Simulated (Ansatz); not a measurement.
**BClF2H3N (built from SMILES FB(F)Cl.N): a short trajectory**

Aim: follow the atoms for 60 steps of 0.5 fs with a Langevin thermostat, with velocities drawn for 300 K, and see to which side of the barrier the system falls.

The runs use Ansatz 0.2.0, Gaussian basis; B3LYP-D4/cc-pVDZ.

## (1) The system as given

The start, a first-order saddle point found at PBE0-D4 in triple zeta: 8 atoms, charge 0, spin multiplicity 1.

Atoms are counted from 1 here; the program's logs count them from 0.

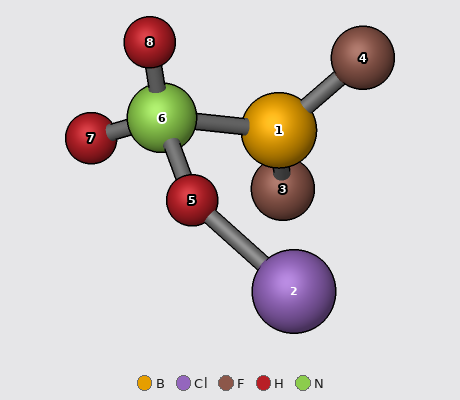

The starting geometry (boron amber, chlorine purple, fluorine brown, hydrogen red, nitrogen green); atoms are numbered from 1 in the order of the file.

Geometry (Å):

```mol
BClF2H3N
  3D, bonds by distance, orders not assigned

  8  7  0  0  0  0  0  0  0  0999 V2000
   -0.4116    0.6490   -0.3063 B   0  0
    1.2572   -0.7405   -1.6354 Cl  0  0
   -1.5401    0.4436   -0.9458 F   0  0
    0.1532    1.8343   -0.2739 F   0  0
    0.7488   -0.8498   -0.1281 H   0  0
   -0.0006   -0.3546    0.7352 N   0  0
   -0.7228   -0.9998    1.0314 H   0  0
    0.5159    0.0176    1.5229 H   0  0
  1  3  8  0
  1  4  8  0
  1  6  8  0
  2  5  8  0
  5  6  8  0
  6  7  8  0
  6  8  8  0
M  END
```

## (2) Dynamics

md/in.yaml

```yaml
crystal:
  periodic: [false, false, false]
  atoms:
    - {symbol: B, position_ang: [-0.411559, 0.649046, -0.306253]}
    - {symbol: Cl, position_ang: [1.257213, -0.740484, -1.635438]}
    - {symbol: F, position_ang: [-1.540056, 0.443560, -0.945829]}
    - {symbol: F, position_ang: [0.153168, 1.834299, -0.273887]}
    - {symbol: H, position_ang: [0.748844, -0.849817, -0.128120]}
    - {symbol: N, position_ang: [-0.000553, -0.354560, 0.735237]}
    - {symbol: H, position_ang: [-0.722836, -0.999780, 1.031358]}
    - {symbol: H, position_ang: [0.515880, 0.017634, 1.522931]}
basis:
  gaussian: {orbitals: cc-pVDZ}
hamiltonian: {xc: {name: B3LYP}, dispersion: d4}
md: {n_steps: 60, timestep: 0.5, temperature: 300, ensemble: nvt_langevin, seed: 404, friction: 0.002, initial_velocities: maxwell_boltzmann}
```

Command:

```console
> ansatz run in.yaml --threads 4 --pin off --events-out ev --progress --plain --max-ram 9574MiB
```

The log of the run (excerpt; [...] marks lines left out):

```text
Functional definition: B3LYP
  name "B3LYP"
  cite "Stephens, Devlin, Chabalowski & Frisch, J. Phys. Chem. 98, 11623 (1994) doi:10.1021/j100096a001"
  cite "Becke, Phys. Rev. A 38, 3098 (1988) doi:10.1103/PhysRevA.38.3098"
  cite "Lee, Yang & Parr, Phys. Rev. B 37, 785 (1988) doi:10.1103/PhysRevB.37.785"
  cite "Vosko, Wilk & Nusair, Can. J. Phys. 58, 1200 (1980) doi:10.1139/p80-159"
[...]
939 factors; integrals over basis functions are off by at most 3.6e-4 eV
[...]
mean field -20176.64698512 eV, -741.4781004806 hartree, gradient 5.4e-5 eV, S^2 0.000000; 0 other end points of the search recorded, 0 dependent functions left out
[...]
reference -20176.64718532 eV, -741.4781078377 hartree; 25, 25 occupied and 64, 64 virtual orbitals, 939 factors
md step     0: t =     0.00 fs  T =   262.5 K  F+E_penalty+E_count = -20176.88093255 eV  E_kin = 0.271446 eV  (24 SCF iters)
[...]
md step    15: t =     7.50 fs  T =   180.3 K  F+E_penalty+E_count = -20176.81169211 eV  E_kin = 0.186460 eV  (26 SCF iters, 3 dispersion substeps)
[...]
md step    30: t =    15.00 fs  T =   228.9 K  F+E_penalty+E_count = -20176.83839434 eV  E_kin = 0.236676 eV  (31 SCF iters, 3 dispersion substeps)
[...]
md step    45: t =    22.50 fs  T =   412.2 K  F+E_penalty+E_count = -20176.99799405 eV  E_kin = 0.426201 eV  (31 SCF iters, 3 dispersion substeps)
[...]
md step    59: t =    29.50 fs  T =   620.0 K  F+E_penalty+E_count = -20177.17892476 eV  E_kin = 0.641101 eV  (31 SCF iters, 3 dispersion substeps)
[...]
md step    60: t =    30.00 fs  T =   643.1 K  F+E_penalty+E_count = -20177.20195997 eV  E_kin = 0.664975 eV  (26 SCF iters, 3 dispersion substeps)
Total energy: -20177.20217549 eV, -741.4985033503 hartree
Atom 0 at    -0.557750     0.701206    -0.133203 Å, force     0.883057    -0.356069     0.828241 eV/Å
Atom 1 at     1.400703    -0.771630    -1.704336 Å, force     0.606654    -0.170227    -0.946060 eV/Å
Atom 2 at    -1.581299     0.462853    -0.949707 Å, force    -0.085171     0.365536    -0.135904 eV/Å
Atom 3 at     0.129654     1.856483    -0.189079 Å, force    -0.545226    -0.561868     0.072174 eV/Å
Atom 4 at     0.880203    -1.107109    -0.559296 Å, force    -0.169591     0.050458     0.431740 eV/Å
Atom 5 at    -0.201429    -0.384072     0.767197 Å, force    -0.632005     0.541430     0.039403 eV/Å
Atom 6 at    -0.965104    -1.040776     0.866441 Å, force    -0.192754    -0.327372     0.022771 eV/Å
Atom 7 at     0.280061    -0.308683     1.661855 Å, force     0.135034     0.458112    -0.312364 eV/Å
Dipole moment:    -0.233549    -0.270537     0.760681 e Å
```

Wall time 58 s (4 threads of Arm Neoverse V2, shared host).

## (3) The trajectory

One row in 3 steps:

```tsv
time (fs)	T (K)	potential (meV)	potential + kinetic (meV)	B1–N6 (Å)	Cl2–H5 (Å)	B1–Cl2 (Å)	H5–N6 (Å)
0.00	262	0.0	0.0	1.504	1.594	2.546	1.246
1.50	261	11.2	9.9	1.494	1.570	2.556	1.255
3.00	226	36.0	-1.5	1.484	1.545	2.565	1.265
4.50	194	59.3	-12.1	1.475	1.518	2.575	1.281
6.00	184	69.1	-12.3	1.467	1.488	2.585	1.301
7.50	180	69.2	-15.7	1.461	1.453	2.596	1.329
9.00	193	60.9	-11.3	1.454	1.412	2.609	1.366
10.50	207	51.4	-6.1	1.448	1.368	2.622	1.408
12.00	202	55.6	-7.4	1.444	1.327	2.638	1.454
13.50	205	63.4	4.2	1.441	1.301	2.656	1.493
15.00	229	42.5	7.8	1.438	1.299	2.675	1.521
16.50	287	-1.7	23.9	1.437	1.321	2.697	1.538
18.00	319	-30.5	28.3	1.436	1.354	2.720	1.552
19.50	344	-46.2	38.4	1.436	1.379	2.743	1.572
21.00	363	-70.4	33.7	1.438	1.388	2.767	1.605
22.50	412	-117.1	37.7	1.440	1.373	2.790	1.650
24.00	469	-175.9	37.8	1.444	1.337	2.813	1.706
25.50	525	-209.4	61.8	1.449	1.295	2.836	1.766
27.00	533	-212.4	67.1	1.453	1.268	2.861	1.818
28.50	567	-249.2	66.2	1.455	1.271	2.885	1.849
30.00	643	-321.0	72.5	1.454	1.302	2.911	1.858
```

Energies count from the start.

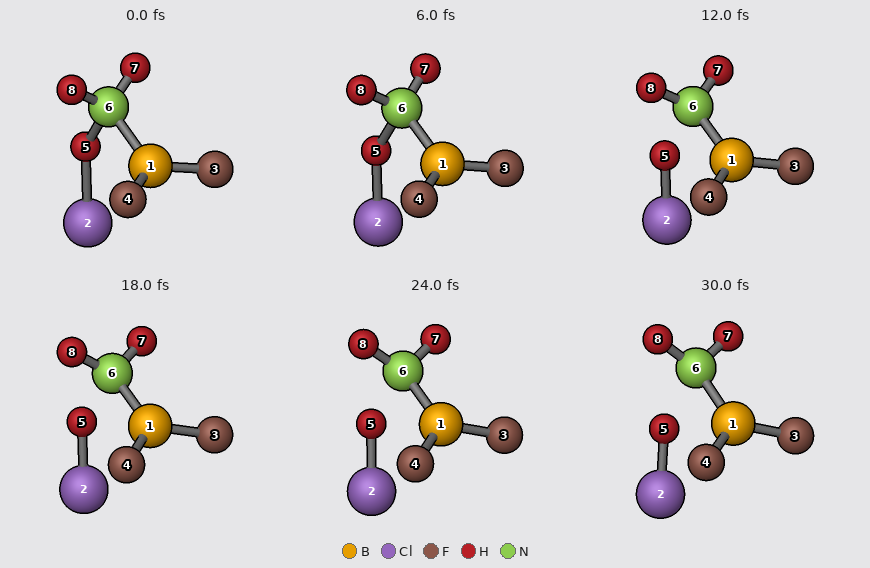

Six frames.

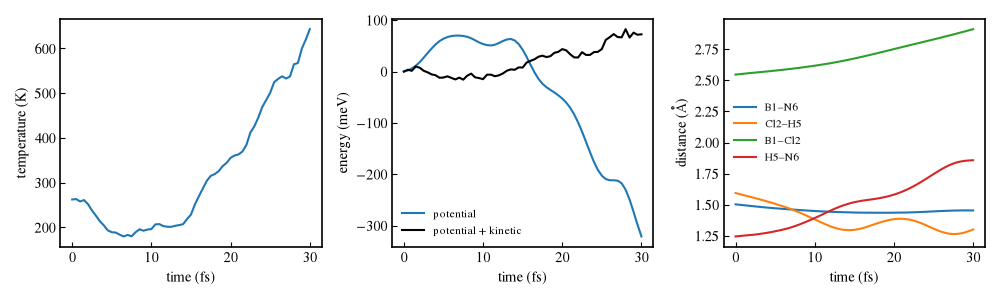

Temperature, energies and the distances followed.

Positions (Å) and forces (eV/Å) at 12.00 fs:

```xyz
8

B    -0.448    0.683   -0.225   -0.519   -0.269    0.146
Cl    1.282   -0.739   -1.619    1.456   -0.322   -2.505
F    -1.540    0.435   -0.938   -0.303    0.409   -0.362
F     0.150    1.869   -0.258   -0.077   -0.213    0.154
H     0.861   -0.899   -0.371   -0.167   -0.257    0.592
N    -0.050   -0.397    0.645    0.137    0.769    1.950
H    -0.718   -1.132    0.847   -0.189    0.050    0.128
H     0.555   -0.160    1.439   -0.338   -0.167   -0.102
```

Positions (Å) and forces (eV/Å) at 30.00 fs:

```xyz
8

B    -0.558    0.701   -0.133    0.883   -0.356    0.828
Cl    1.401   -0.772   -1.704    0.607   -0.170   -0.946
F    -1.581    0.463   -0.950   -0.085    0.366   -0.136
F     0.130    1.856   -0.189   -0.545   -0.562    0.072
H     0.880   -1.107   -0.559   -0.170    0.050    0.432
N    -0.201   -0.384    0.767   -0.632    0.541    0.039
H    -0.965   -1.041    0.866   -0.193   -0.327    0.023
H     0.280   -0.309    1.662    0.135    0.458   -0.312
```

## (4) Outcome

| quantity | value |
| --- | --- |
| length | 60 steps, 30.0 fs |
| temperature at the start | 262 K |
| mean temperature, second half | 426 K |
| lowest and highest potential energy, from the first frame | -321 and 70 meV |
| largest change of potential + kinetic | 82.5 meV |

In words: By the last frame it has moved towards the side where B1–N6, Cl2–H5 form. The system runs downhill by 0.32 eV, and that energy turns into motion. The thermostat trades energy with the molecule, so the sum of potential and kinetic energy isn't conserved: it changes by +73 meV over the run. The mean temperature of the second half is still well above the 300 K set. The instant temperature ranges from 180 to 643 K, as energy passes between motion and strain. Under Langevin the temperature counts 3N degrees of freedom, more than the drawn velocities fill, so it starts at 262 K, not 300 K.
